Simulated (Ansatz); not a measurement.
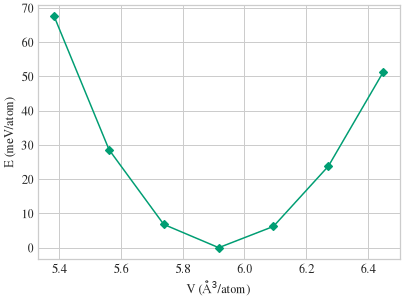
BC5 in space group I-4m2 (No. 119; B on 2c, C on 4e, C on 2b, C on 4f) under volume change, PBEsol in the plane-wave PAW code Ansatz, shape and atoms relaxed at each volume.

What does a third-order Birch–Murnaghan fit give for V₀, B₀ and B′?

V₀ = 5.92 Å³/atom, B₀ = 391 GPa, B′ = 3.6.

The workflow started from a Materials Project entry (that database holds measured and hypothetical structures alike); the Crystallography Open Database copy checked does not list it. Its standing as an ambient phase is unchecked. The cell was relaxed with PBEsol under the symmetry of its start; whether a distortion lowers the energy is not shown.

Potentials: the later of the program's two PAW sets.
